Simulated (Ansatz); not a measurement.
# Fields on a plane of GaCuSe2 (chalcopyrite)

```yaml
crystal:
  lattice:
    - [-2.83594, 2.83594, 5.63126]
    - [2.83594, -2.83594, 5.63126]
    - [2.83594, 2.83594, -5.63126]
  atoms:
    - { symbol: Cu, position: [0.75000, 0.25000, 0.50000] }
    - { symbol: Cu, position: [0.00000, 0.00000, 0.00000] }
    - { symbol: Ga, position: [0.25000, 0.75000, 0.50000] }
    - { symbol: Ga, position: [0.50000, 0.50000, 0.00000] }
    - { symbol: Se, position: [0.11880, 0.12500, 0.49380] }
    - { symbol: Se, position: [0.63120, 0.62500, 0.50620] }
    - { symbol: Se, position: [0.37500, 0.88120, 0.00620] }
    - { symbol: Se, position: [0.87500, 0.36880, 0.99380] }
```

The slice is a (100) plane (indices of the conventional cell) through the point (0.750, 0.250, 0.500) (fractional), spanned by u = [101] and v = [110] in vectors of this cell: u (5.67 Å) and v (11.26 Å, at 90° to u). It covers one period; positions are fractions (u, v).

Atoms on it: Cu at (0.00, 0.00); Cu at (0.50, 0.75); Ga at (0.00, 0.50); Ga at (0.50, 0.25).

These are PBE (plane waves to 420 eV, PAW, scalar-relativistic; Ansatz, an electronic-structure program) values and carry that method's errors. k mesh 8×8×8. Near the nuclei the fields are pseudised (PAW); where an atom keeps semicore shells as valence, they peak there. At this level the bands of GaCuSe2 touch or barely overlap; measurements give the solid a gap. GaCuSe2 is run without spin polarisation. GaCuSe2 was relaxed with its symmetry unable to fall.

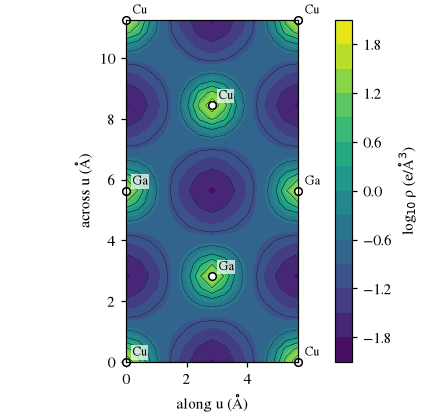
Fig. 1. Log₁₀ of the valence density in e/Å³, one period of the plane, atoms marked. The scale is logarithmic, as a density can span decades between atoms and voids.

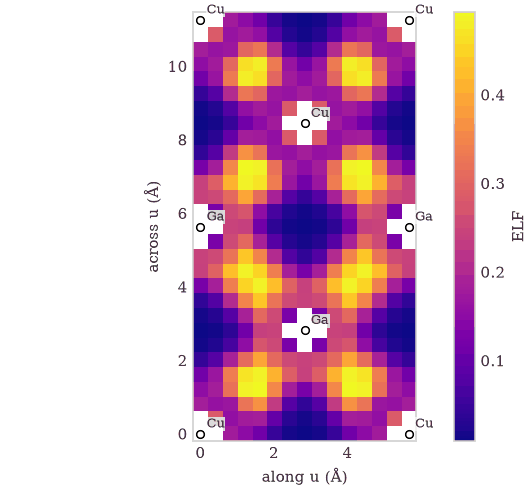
Figure. Electron localisation function (ELF), one period of the plane, atoms marked. Points within 0.5 Å of a nucleus are left white, as the pseudised field means little there.
